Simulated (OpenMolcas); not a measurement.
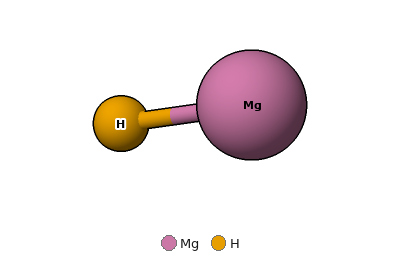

The molecule at the reference distance of 1.654 Å.

Relativistic diatomic calculation: MgH⁺ (part 1 of 2)

- system: MgH⁺.
- method: SA-CASSCF(2,5)/XMS-CASPT2 + RASSI spin-orbit (X2C scalar, AMFI), ANO-RCC-VTZP (OpenMolcas)

**Input file**
```
&GATEWAY
Coord
2
angstrom
Mg 0.0 0.0 0.0
H 0.0 0.0 1.6540
Basis=ANO-RCC-VTZP
Group=XY
RX2C
AMFI
ANGMom
0.0 0.0 0.0
RICD
&SEWARD
&GUESSORB
&RASSCF
FileOrb=$CurrDir/o11.orb
Symmetry=1
Spin=1
nActEl=2 0 0
Inactive=3 2
RAS2=3 2
CIRoot=2 2 1
Linear
Iterations=120 100
OrbListing=Nothing
PRWF=0.15
>>COPY $Project.RasOrb $CurrDir/o11.orb
>>COPY $Project.rasscf.h5 $CurrDir/r11.h5
&CASPT2
XMultistate=all
Imaginary=0.2
IPEA=0.25
MaxIter=40
>>COPY $Project.JobMix JOB001
&RASSCF
CIOnly
FileOrb=$CurrDir/ref.orb
Symmetry=1
Spin=3
nActEl=2 0 0
Inactive=3 2
RAS2=3 2
CIRoot=2 2 1
Linear
Iterations=120 100
OrbListing=Nothing
PRWF=0.15
>>COPY $Project.RasOrb $CurrDir/o31.orb
>>COPY $Project.rasscf.h5 $CurrDir/r31.h5
&CASPT2
XMultistate=all
Imaginary=0.2
IPEA=0.25
MaxIter=40
>>COPY $Project.JobMix JOB002
&RASSCF
CIOnly
FileOrb=$CurrDir/ref.orb
Symmetry=2
Spin=3
nActEl=2 0 0
Inactive=3 2
RAS2=3 2
CIRoot=2 2 1
Linear
Iterations=120 100
OrbListing=Nothing
PRWF=0.15
>>COPY $Project.RasOrb $CurrDir/o32.orb
>>COPY $Project.rasscf.h5 $CurrDir/r32.h5
&CASPT2
XMultistate=all
Imaginary=0.2
IPEA=0.25
MaxIter=40
>>COPY $Project.JobMix JOB003
&RASSCF
CIOnly
FileOrb=$CurrDir/ref.orb
Symmetry=2
Spin=1
nActEl=2 0 0
Inactive=3 2
RAS2=3 2
CIRoot=2 2 1
Linear
Iterations=120 100
OrbListing=Nothing
PRWF=0.15
>>COPY $Project.RasOrb $CurrDir/o12.orb
>>COPY $Project.rasscf.h5 $CurrDir/r12.h5
&CASPT2
XMultistate=all
Imaginary=0.2
IPEA=0.25
MaxIter=40
>>COPY $Project.JobMix JOB004
&RASSI
Nr of JobIphs=4 2 2 2 2
1 2
1 2
1 2
1 2
SpinOrbit
EJob
Omega
MEES
MESO
Properties=4
'AngMom' 3 'Mltpl  1' 1 'Mltpl  1' 2 'Mltpl  1' 3
Thrs=1.0d-4
>>COPY $Project.rassi.h5 $CurrDir/so.h5
```

The first orbital files come from an earlier step.

Run as:
```bash
pymolcas m.inp (one call a module block, same work directory)
```

**Output (extracts)**
```
++    Wave function specifications:
      Number of closed shell electrons          10
      Number of electrons in active shells       2
      Number of inactive orbitals                5
      Number of active orbitals                  5
      Number of secondary orbitals              38
      Spin quantum number                      0.0
      State symmetry                             1
++    Orbital specifications:
      Symmetry species                           1   2
                                                 a   b
      Frozen orbitals                            0   0
      Inactive orbitals                          3   2
      Active orbitals                            3   2
      RAS2 orbitals                              3   2
      Secondary orbitals                        20  18
      Number of basis functions                 26  22
      printout of CI-coefficients larger than  0.15 for root  1
      energy=    -200.243878
      conf/sym  111 22     Coeff  Weight
             1  200 00   0.88242 0.77866
             2  ud0 00   0.43595 0.19005
      printout of CI-coefficients larger than  0.15 for root  2
      energy=    -200.070151
      conf/sym  111 22     Coeff  Weight
             1  200 00  -0.43438 0.18869
             2  ud0 00   0.88784 0.78826
      Natural orbitals and occupation numbers for root  1
      sym 1:   1.926014   0.059334   0.000315
      sym 2:   0.007169   0.007169
      Natural orbitals and occupation numbers for root  2
      sym 1:   1.547672   0.444195   0.002367
      sym 2:   0.002883   0.002883
      RASSCF energy for state  2                   -200.07015070
::    RASSCF root number  1 Total energy:   -200.24387841
::    RASSCF root number  2 Total energy:   -200.07015070
      Von Neumann Entropy (Root   1) =  0.26316
++    Wave function specifications:
      Number of closed shell electrons           6
      Number of electrons in active shells       2
      Number of inactive orbitals                3
      Number of active orbitals                  5
      Number of secondary orbitals              38
      Spin quantum number                      0.0
      State symmetry                             1
      Number of CSFs                             9
      Number of CASSCF root(s) available         2
      CASPT2 state passed to geometry opt.       2
      A file JOBMIX will be created
      This is a MULTI-STATE CASSCF reference
      Number of CI roots used                    2
      These are:                                 1   2
      Off-diagonal elements of Heff are computed
  FINAL CASPT2 RESULT:
      Reference energy:        -200.2438784100
      E2 (Non-variational):      -0.1859370380
      Shift correction:          -0.0001010318
      E2 (Variational):          -0.1860380698
      Total energy:            -200.4299164797
      Reference weight:           0.98409
  FINAL CASPT2 RESULT:
      Reference energy:        -200.0701506976
      E2 (Non-variational):      -0.1829021050
      Shift correction:          -0.0001275451
      E2 (Variational):          -0.1830296502
      Total energy:            -200.2531803478
      Reference weight:           0.98426
       Total XMS-CASPT2 energies:
::    XMS-CASPT2 Root  1     Total energy:   -200.43002037
::    XMS-CASPT2 Root  2     Total energy:   -200.25307646
++    Wave function specifications:
      Number of closed shell electrons          10
      Number of electrons in active shells       2
      Number of inactive orbitals                5
      Number of active orbitals                  5
      Number of secondary orbitals              38
      Spin quantum number                      1.0
      State symmetry                             1
      printout of CI-coefficients larger than  0.15 for root  1
      energy=    -200.124321
      conf/sym  111 22     Coeff  Weight
             1  uu0 00   0.97425 0.94916
             2  u0u 00  -0.16147 0.02607
             3  0uu 00  -0.15739 0.02477
      printout of CI-coefficients larger than  0.15 for root  2
      energy=    -199.764976
      conf/sym  111 22     Coeff  Weight
             1  uu0 00   0.16730 0.02799
             2  u0u 00   0.98560 0.97141
      Natural orbitals and occupation numbers for root  1
      sym 1:   1.000000   1.000000   0.000000
      sym 2:   0.000000   0.000000
      Natural orbitals and occupation numbers for root  2
      sym 1:   1.000000  -0.000000   1.000000
      sym 2:   0.000000   0.000000
      RASSCF energy for state  2                   -199.76497641
::    RASSCF root number  1 Total energy:   -200.12432109
::    RASSCF root number  2 Total energy:   -199.76497641
      Von Neumann Entropy (Root   1) =  1.00000
++    Wave function specifications:
      Number of closed shell electrons           6
      Number of electrons in active shells       2
      Number of inactive orbitals                3
      Number of active orbitals                  5
      Number of secondary orbitals              38
      Spin quantum number                      1.0
      State symmetry                             1
      Number of CSFs                             4
      Number of CASSCF root(s) available         2
      CASPT2 state passed to geometry opt.       2
      A file JOBMIX will be created
      This is a MULTI-STATE CASSCF reference
      Number of CI roots used                    2
      These are:                                 1   2
      Off-diagonal elements of Heff are computed
  FINAL CASPT2 RESULT:
      Reference energy:        -200.1243214610
      E2 (Non-variational):      -0.1829797333
      Shift correction:          -0.0001648755
      E2 (Variational):          -0.1831446087
      Total energy:            -200.3074660697
      Reference weight:           0.98439
  FINAL CASPT2 RESULT:
      Reference energy:        -199.7649767588
      E2 (Non-variational):      -0.3139998844
      Shift correction:          -0.0392756650
      E2 (Variational):          -0.3532755494
      Total energy:            -200.1182523082
      Reference weight:           0.79903
       Total XMS-CASPT2 energies:
::    XMS-CASPT2 Root  1     Total energy:   -200.31074573
::    XMS-CASPT2 Root  2     Total energy:   -200.11497265
++    Wave function specifications:
      Number of closed shell electrons          10
      Number of electrons in active shells       2
      Number of inactive orbitals                5
      Number of active orbitals                  5
      Number of secondary orbitals              38
      Spin quantum number                      1.0
      State symmetry                             2
      printout of CI-coefficients larger than  0.15 for root  1
      energy=    -199.691351
      conf/sym  111 22     Coeff  Weight
             2  u00 0u   0.98905 0.97822
      printout of CI-coefficients larger than  0.15 for root  2
      energy=    -199.691351
      conf/sym  111 22     Coeff  Weight
             1  u00 u0   0.98905 0.97822
      Natural orbitals and occupation numbers for root  1
      sym 1:   1.000000  -0.000000   0.000000
      sym 2:   0.000000   1.000000
      Natural orbitals and occupation numbers for root  2
      sym 1:   1.000000   0.000000  -0.000000
      sym 2:   1.000000   0.000000
      RASSCF energy for state  2                   -199.69135078
::    RASSCF root number  1 Total energy:   -199.69135079
::    RASSCF root number  2 Total energy:   -199.69135078
      Von Neumann Entropy (Root   1) =  1.00000
++    Wave function specifications:
      Number of closed shell electrons           6
      Number of electrons in active shells       2
      Number of inactive orbitals                3
      Number of active orbitals                  5
      Number of secondary orbitals              38
      Spin quantum number                      1.0
      State symmetry                             2
      Number of CSFs                             6
      Number of CASSCF root(s) available         2
      CASPT2 state passed to geometry opt.       2
      A file JOBMIX will be created
      This is a MULTI-STATE CASSCF reference
      Number of CI roots used                    2
      These are:                                 1   2
      Off-diagonal elements of Heff are computed
  FINAL CASPT2 RESULT:
      Reference energy:        -199.6913512353
      E2 (Non-variational):      -0.3932514342
      Shift correction:          -0.0270838511
      E2 (Variational):          -0.4203352853
      Total energy:            -200.1116865206
      Reference weight:           0.77270
  FINAL CASPT2 RESULT:
      Reference energy:        -199.6913512292
      E2 (Non-variational):      -0.3932513240
      Shift correction:          -0.0270838194
      E2 (Variational):          -0.4203351434
      Total energy:            -200.1116863726
      Reference weight:           0.77270
       Total XMS-CASPT2 energies:
::    XMS-CASPT2 Root  1     Total energy:   -200.11168652
::    XMS-CASPT2 Root  2     Total energy:   -200.11168637
++    Wave function specifications:
      Number of closed shell electrons          10
      Number of electrons in active shells       2
      Number of inactive orbitals                5
      Number of active orbitals                  5
      Number of secondary orbitals              38
      Spin quantum number                      0.0
      State symmetry                             2
      printout of CI-coefficients larger than  0.15 for root  1
      energy=    -199.517275
      conf/sym  111 22     Coeff  Weight
             2  u00 0d   0.89499 0.80100
             4  0u0 0d   0.44386 0.19701
      printout of CI-coefficients larger than  0.15 for root  2
      energy=    -199.517275
      conf/sym  111 22     Coeff  Weight
             1  u00 d0   0.89499 0.80100
             3  0u0 d0   0.44386 0.19701
      Natural orbitals and occupation numbers for root  1
      sym 1:   1.000000   0.000000  -0.000000
      sym 2:   0.000000   1.000000
      Natural orbitals and occupation numbers for root  2
      sym 1:   1.000000  -0.000000  -0.000000
      sym 2:   1.000000   0.000000
      RASSCF energy for state  2                   -199.51727526
::    RASSCF root number  1 Total energy:   -199.51727526
::    RASSCF root number  2 Total energy:   -199.51727526
      Von Neumann Entropy (Root   1) =  1.00000
++    Wave function specifications:
      Number of closed shell electrons           6
      Number of electrons in active shells       2
      Number of inactive orbitals                3
      Number of active orbitals                  5
      Number of secondary orbitals              38
      Spin quantum number                      0.0
      State symmetry                             2
      Number of CSFs                             6
      Number of CASSCF root(s) available         2
      CASPT2 state passed to geometry opt.       2
      A file JOBMIX will be created
      This is a MULTI-STATE CASSCF reference
      Number of CI roots used                    2
      These are:                                 1   2
      Off-diagonal elements of Heff are computed
  FINAL CASPT2 RESULT:
      Reference energy:        -199.5172757128
      E2 (Non-variational):      -0.4461823557
      Shift correction:          -0.0214169548
      E2 (Variational):          -0.4675993105
      Total energy:            -199.9848750233
      Reference weight:           0.74857
  FINAL CASPT2 RESULT:
      Reference energy:        -199.5172757119
      E2 (Non-variational):      -0.4461822943
      Shift correction:          -0.0214169340
      E2 (Variational):          -0.4675992282
      Total energy:            -199.9848749401
      Reference weight:           0.74857
       Total XMS-CASPT2 energies:
::    XMS-CASPT2 Root  1     Total energy:   -199.98487502
::    XMS-CASPT2 Root  2     Total energy:   -199.98487494
  SPIN-FREE ENERGIES:
  (Shifted by EMIN (a.u.) =       -200.4300203667)
 SF State       Relative EMIN(au)   Rel lowest level(eV)    D:o, cm**(-1)      Abs_M
     1             0.0000000000        0.0000000000              0.0000         0.0
     3             0.1192746388        3.2456282645          26177.7574         0.0
     2             0.1769439059        4.8148889669          38834.6985         0.0
     4             0.3150477167        8.5728851062          69144.9815         0.0
     5             0.3183338461        8.6623052410          69866.2035         1.0
     6             0.3183339941        8.6623092681          69866.2360         1.0
     7             0.4451453434       12.1130218756          97698.1102         1.0
     8             0.4451454266       12.1130241389          97698.1284         1.0
++ Dipole transition strengths (spin-free states):
     for osc. strength at least  1.00000000E-05
      From   To        Osc. strength     Einstein coefficients Ax, Ay, Az (sec-1)    Total A (sec-1)
         1    2       3.21746704E-01  0.00000000E+00  0.00000000E+00  3.23665351E+08  3.23665351E+08
         1    7       5.50588163E-01  3.50542156E+09  9.44287217E+03  0.00000000E+00  3.50543100E+09
         1    8       5.50588242E-01  9.44287885E+03  3.50542337E+09  0.00000000E+00  3.50543281E+09
         3    4       2.78935073E-01  0.00000000E+00  0.00000000E+00  3.43494626E+08  3.43494626E+08
         3    5       2.50305459E-03  3.18672778E+06  5.71356237E+00  0.00000000E+00  3.18673349E+06
         3    6       2.50305525E-03  5.71358640E+00  3.18673337E+06  0.00000000E+00  3.18673908E+06
         2    7       2.10162302E-03  4.85720834E+06  1.30842619E+01  0.00000000E+00  4.85722142E+06
         2    8       2.10162067E-03  1.30843296E+01  4.85720593E+06  0.00000000E+00  4.85721902E+06
         4    5       1.11646527E-03  3.87368792E+02  6.94523223E-04  0.00000000E+00  3.87369487E+02
         4    6       1.11651537E-03  6.94617675E-04  3.87421066E+02  0.00000000E+00  3.87421760E+02
 Electric-quadrupole - electric-quadrupole not included
 Electric-dipole - electric-octupole not included
 Electric-dipole - magnetic-quadrupole not included
   Eigenvalues of complex Hamiltonian:
  (Shifted by EMIN (a.u.) =       -200.4300203667)
 SO State       Relative EMIN(au)   Rel lowest level(eV)    D:o, cm**(-1)      Omega
     1            -0.0000000056        0.0000000000              0.0000         0.0
     2             0.1192746314        3.2456282170          26177.7570         0.0
     3             0.1192746317        3.2456282260          26177.7571         1.0
     4             0.1192746317        3.2456282260          26177.7571         1.0
     5             0.1769438776        4.8148883507          38834.6935         0.0
     6             0.3150468562        8.5728618445          69144.7939         0.0
     7             0.3150472808        8.5728733968          69144.8871         1.0
     8             0.3150472808        8.5728733963          69144.8870         1.0
     9             0.3183003236        8.6613932010          69858.8474         0.0
    10             0.3183011575        8.6614158939          69859.0305         0.0
    11             0.3183342678        8.6623168710          69866.2973         1.0
    12             0.3183344158        8.6623208975          69866.3298         1.0
    13             0.3183675505        8.6632225390          69873.6020         2.0
    14             0.3183675505        8.6632225390          69873.6020         2.0
    15             0.4451453647       12.1130226087          97698.1161         1.0
    16             0.4451454479       12.1130248721          97698.1343         1.0
 Weights of the five most important spin-orbit-free states for each spin-orbit state.
 SO State  Total energy (au)           Spin-free states, spin, and weights
    1        -0.000000       1 0.0  1.0000    5 1.0  0.0000    6 1.0  0.0000    2 0.0  0.0000    3 1.0  0.0000
    2         0.119275       3 1.0  1.0000    5 1.0  0.0000    6 1.0  0.0000    4 1.0  0.0000    2 0.0  0.0000
    3         0.119275       3 1.0  1.0000    5 1.0  0.0000    6 1.0  0.0000    7 0.0  0.0000    8 0.0  0.0000
    4         0.119275       3 1.0  1.0000    5 1.0  0.0000    6 1.0  0.0000    7 0.0  0.0000    8 0.0  0.0000
    5         0.176944       2 0.0  1.0000    5 1.0  0.0000    6 1.0  0.0000    1 0.0  0.0000    3 1.0  0.0000
    6         0.315047       4 1.0  0.9997    5 1.0  0.0001    6 1.0  0.0001    3 1.0  0.0000    1 0.0  0.0000
    7         0.315047       4 1.0  0.9999    6 1.0  0.0001    7 0.0  0.0000    5 1.0  0.0000    3 1.0  0.0000
    8         0.315047       4 1.0  0.9999    5 1.0  0.0001    8 0.0  0.0000    6 1.0  0.0000    3 1.0  0.0000
    9         0.318300       5 1.0  0.5011    6 1.0  0.4989    2 0.0  0.0000    1 0.0  0.0000    4 1.0  0.0000
   10         0.318301       5 1.0  0.5010    6 1.0  0.4988    4 1.0  0.0003    3 1.0  0.0000    2 0.0  0.0000
   11         0.318334       5 1.0  0.9999    4 1.0  0.0001    8 0.0  0.0000    3 1.0  0.0000    7 0.0  0.0000
   12         0.318334       6 1.0  0.9999    4 1.0  0.0001    7 0.0  0.0000    3 1.0  0.0000    8 0.0  0.0000
   13         0.318368       6 1.0  0.5011    5 1.0  0.4989    2 0.0  0.0000    1 0.0  0.0000    4 1.0  0.0000
   14         0.318368       6 1.0  0.5011    5 1.0  0.4989    4 1.0  0.0000    3 1.0  0.0000    2 0.0  0.0000
   15         0.445145       7 0.0  1.0000    4 1.0  0.0000    6 1.0  0.0000    3 1.0  0.0000    5 1.0  0.0000
   16         0.445145       8 0.0  1.0000    4 1.0  0.0000    5 1.0  0.0000    3 1.0  0.0000    6 1.0  0.0000
```

(Continued in part 2.) Outcome of the run: converged.
